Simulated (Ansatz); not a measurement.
**SnNH2F (SMILES [NH2][Sn][F]) at SVWN5/def2-SVP (core potential)**

What is the energy change on altering one bond length of SnNH2F at SVWN5/def2-SVP (core potential)? 

Program for the calculation: Ansatz 0.2.0.

69 further runs of the same task are left out: 69 set aside as unsound or not needed.

**1. Starting point**

The species is SnNH2F (5 atoms), meant as a singlet with charge 0. As SMILES, `[NH2][Sn][F]`. The shape is that of a PBE0-D4/def2-TZVP optimisation. This is one conformer, not always the lowest.

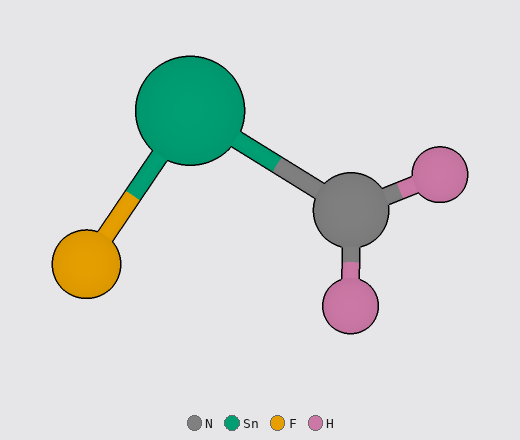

Viewed from a chosen angle; nitrogen grey, tin teal, fluorine amber, hydrogen pink.

**2. A single-point energy at SVWN5/def2-SVP (core potential)**

job.yaml

```yaml
crystal:
  periodic: [false, false, false]
  atoms:
    - {symbol: N, position_ang: [-0.302900, 0.495500, -0.393300]}
    - {symbol: Sn, position_ang: [0.338900, -0.053700, 1.423200]}
    - {symbol: F, position_ang: [0.966900, -1.775900, 0.754300]}
    - {symbol: H, position_ang: [-0.746800, 1.369300, -0.629100]}
    - {symbol: H, position_ang: [-0.206200, -0.108900, -1.196600]}
basis:
  gaussian:
    orbitals: def2-SVP
hamiltonian:
  xc: {name: SVWN5}
accuracy: high
output:
  orbitals: {seedname: orbitals}
```

Started as:

```sh
$ ansatz run job.yaml --threads 1 --pin off --max-ram 3480MiB --events-out events.jsonl --progress --plain --runs-dir runs
```

Standard output:

```text
Warning: RAYON_NUM_THREADS=1 ignored (pool sized by the plan → 1); use --threads N
Functional definition: SVWN5
  name "SVWN5"
  exchange = slater_x
  correlation = vwn5_c
1479 factors; integrals over basis functions are off by at most 3.2e-9 eV
mean field evaluation 1: about -10018.5201 eV, gradient 7.6e1 eV
mean field evaluation 2: about -9938.2230 eV, gradient 1.7e2 eV
mean field evaluation 4: about -10028.5462 eV, gradient 2.5e1 eV
mean field evaluation 8: about -10030.2693 eV, gradient 4.7e-1 eV
mean field evaluation 16: about -10030.2698 eV, gradient 1.0e-4 eV
mean field -10030.26981682 eV, -368.6056170069 hartree, gradient 5.7e-8 eV, S^2 0.000000; 0 other end points of the search recorded, 0 dependent functions left out
reference -10030.26981961 eV, -368.6056171095 hartree; 20, 20 occupied and 44, 44 virtual orbitals, 1479 factors
Total energy: -10030.26981961 eV, -368.6056171095 hartree
```

It took 2.8 s on 1 thread of Arm Neoverse V1, shared host; peak memory 0.15 GiB.

**3. The distorted shape, same level**

molecule.yaml

```yaml
crystal:
  periodic: [false, false, false]
  atoms:
    - {symbol: N, position_ang: [0.052220, -0.203541, -0.204660]}
    - {symbol: Sn, position_ang: [0.694020, -0.752741, 1.611840]}
    - {symbol: F, position_ang: [1.322020, -2.474941, 0.942940]}
    - {symbol: H, position_ang: [-0.746800, 1.369300, -0.629100]}
    - {symbol: H, position_ang: [0.148920, -0.807941, -1.007960]}
basis:
  gaussian:
    orbitals: def2-SVP
hamiltonian:
  xc: {name: SVWN5}
accuracy: high
output: {orbitals: {seedname: orbitals}}
```

Started as:

```sh
$ ansatz run molecule.yaml --threads 1 --pin off --max-ram 3480MiB --events-out events.jsonl --progress --plain --runs-dir runs
```

Standard output:

```text
Warning: RAYON_NUM_THREADS=1 ignored (pool sized by the plan → 1); use --threads N
Functional definition: SVWN5
  name "SVWN5"
  exchange = slater_x
  correlation = vwn5_c
1480 factors; integrals over basis functions are off by at most 3.6e-9 eV
mean field evaluation 1: about -10011.3380 eV, gradient 8.1e1 eV
mean field evaluation 2: about -9905.4379 eV, gradient 1.7e2 eV
mean field evaluation 4: about -10020.8220 eV, gradient 3.8e1 eV
mean field evaluation 8: about -10026.6659 eV, gradient 1.5e0 eV
mean field evaluation 16: about -10026.6711 eV, gradient 5.9e-4 eV
mean field -10026.67108362 eV, -368.4733660014 hartree, gradient 8.9e-8 eV, S^2 0.000000; 0 other end points of the search recorded, 0 dependent functions left out
reference -10026.67108654 eV, -368.4733661086 hartree; 20, 20 occupied and 44, 44 virtual orbitals, 1480 factors
Total energy: -10026.67108654 eV, -368.4733661086 hartree
```

Run time: 2.8 s. Hardware: 1 thread of Arm Neoverse V1, shared host; peak memory 0.16 GiB.

**4. Outcome**

At SVWN5/def2-SVP (core potential):

```
                                                         quantity          value
                                        first shape: total energy  -368.60562 Eh
                                         first shape: HOMO energy       -6.21 eV
                                         first shape: LUMO energy       -2.48 eV
                                       first shape: HOMO–LUMO gap        3.73 eV
                                    distorted shape: total energy  -368.47337 Eh
                                     distorted shape: HOMO energy       -6.05 eV
                                     distorted shape: LUMO energy       -3.97 eV
                                   distorted shape: HOMO–LUMO gap        2.08 eV
energy change with the N1–H4 bond stretched from 1.008 to 1.815 Å       3.599 eV
```

What this shows: One bond (distorted shape) is far stretched, which a spin-restricted single reference describes badly; a broken-symmetry solution may lie lower. With the N1–H4 bond stretched from 1.008 to 1.815 Å the energy rises by 3.60 eV (83 kcal/mol). The first shape isn't relaxed at this level, so the change isn't measured from a minimum. A restricted reference can't describe the breaking bond well at this length.
